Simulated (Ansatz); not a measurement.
**C4H7F3Si: density, localisation and related maps**

Input

```
crystal:
  periodic: [false, false, false]
  atoms:
    - symbol: C
      position_ang: [-2.131238, 0.554678, 1.223728]
    - symbol: C
      position_ang: [-1.331751, 0.357186, -0.028493]
    - symbol: C
      position_ang: [-1.900517, 0.767223, -1.352830]
    - symbol: C
      position_ang: [-1.750372, -0.704193, -1.023367]
    - symbol: F
      position_ang: [-3.452154, 0.383256, 1.014619]
    - symbol: F
      position_ang: [-1.962993, 1.792189, 1.723069]
    - symbol: F
      position_ang: [-1.762930, -0.312338, 2.183555]
    - symbol: Si
      position_ang: [-0.459236, -1.770470, -1.866580]
    - symbol: H
      position_ang: [-0.263847, 0.517527, 0.150339]
    - symbol: H
      position_ang: [-1.215210, 1.223351, -2.072637]
    - symbol: H
      position_ang: [-2.913161, 1.177482, -1.364099]
    - symbol: H
      position_ang: [-2.691631, -1.207240, -0.775352]
    - symbol: H
      position_ang: [-0.093942, -2.937948, -1.013657]
    - symbol: H
      position_ang: [-0.965885, -2.268891, -3.177970]
    - symbol: H
      position_ang: [0.754868, -0.932077, -2.097352]
basis:
  gaussian: {orbitals: def2-SVPD}
hamiltonian: {xc: pbe0}
output: {forces: true, orbitals: {seedname: orbitals}}
```

Run with:

```sh
ansatz run input.yaml --threads 2 --pin off --max-ram 5220MiB --events-out events.jsonl --progress --plain --runs-dir runs
```

Geometry: B3LYP-D3(BJ)/def2-SVP.

Theory: Ansatz, isolated molecule in a Gaussian basis; Kohn-Sham density functional theory, functional PBE0.

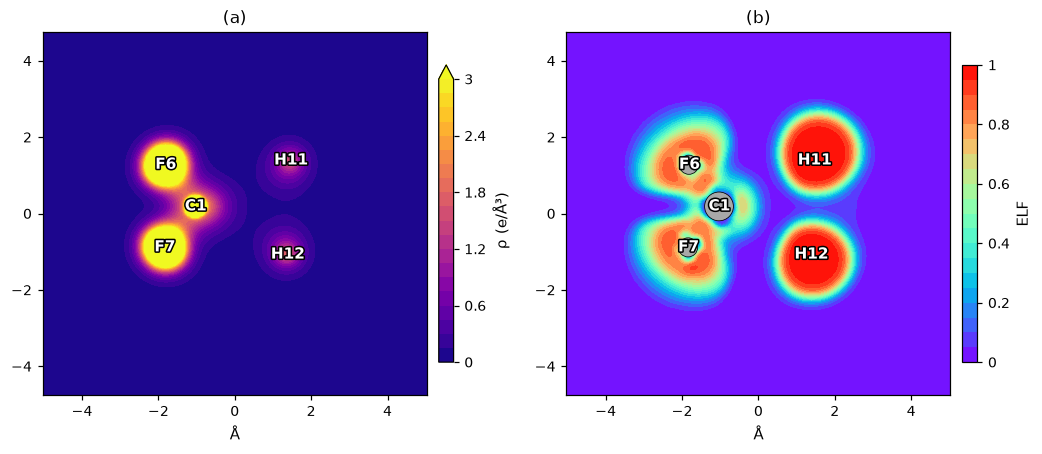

Figure 1. (a) electron density; (b) ELF on the plane of atoms F6, C1 and F7. Grey discs cover the atomic cores in the ELF map.

**Interpret the plot.**

The section cuts through C, F and H sites.
C–F (1.34 Å): ρ is about 2.3 e/Å³ halfway, with its minimum of 1.8 e/Å³ about 0.5 Å from C; the ELF peaks at about 0.85 between the atoms (a polar covalent bond).
The ELF also peaks beside F7 and F6, away from the bonds: lone-pair regions.

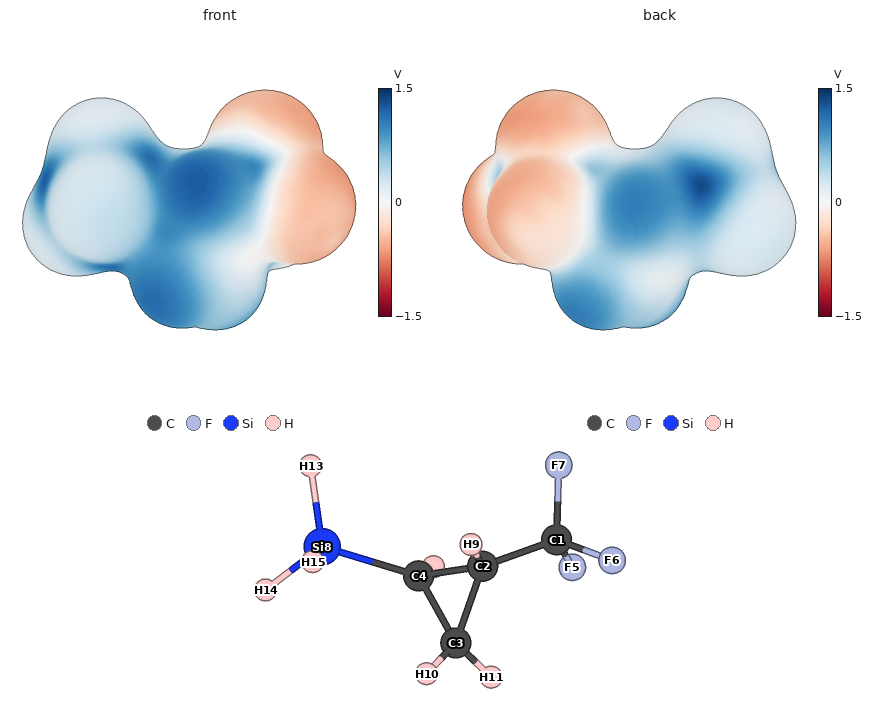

Figure 2. The electrostatic potential painted on the density surface at 0.002 e/bohr³, seen from the front and from behind; red is negative and blue positive. The bare structure is drawn below in the same view.

**Where is the surface potential most negative and most positive?**

The most negative region (about −0.6 V) lies over F6 and F7, the most positive (about +1.2 V) over Si8 and H9.

**How polar is the molecule by this calculation?**

Its dipole moment is 2.12 D.

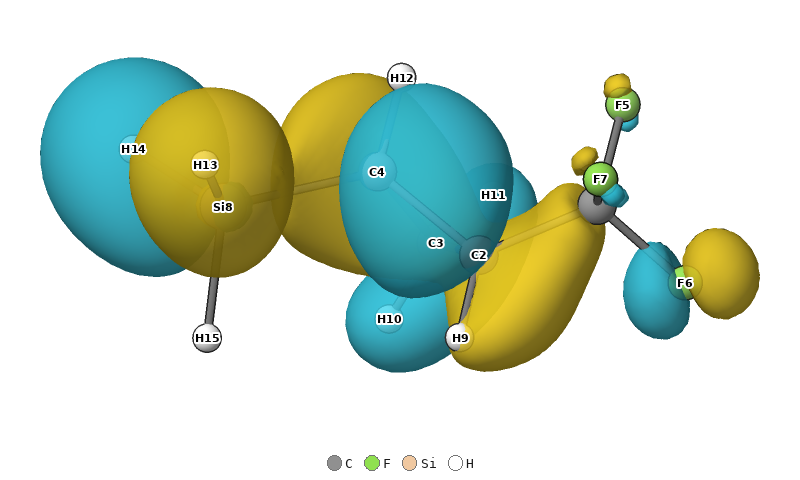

Figure 3. The HOMO−1 at ±0.08 Å⁻³ᐟ² (yellow and cyan are the two phases), seen from one side.

**Describe this orbital and give its energy.**

Its weight (Hirshfeld) is mainly on C4 (about 25 %), C2 (about 20 %), Si8 (about 15 %), H14 (about 15 %), C3 (about 10 %) and H13 (about 5 %). Its energy is −9.05 eV.

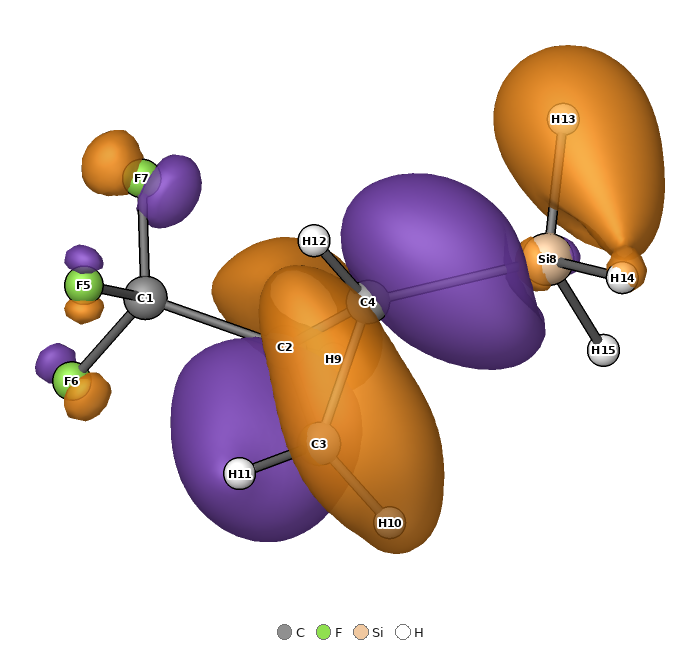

Figure 4. The HOMO at ±0.1 Å⁻³ᐟ² (orange and purple are the two phases), seen at an oblique angle.

**Describe this orbital and give its energy.**

By Hirshfeld shares it lies mainly on C3 (about 25 %), C4 (about 20 %), C2 (about 15 %), Si8 (about 15 %) and H13 (about 5 %). Its energy is −8.99 eV.
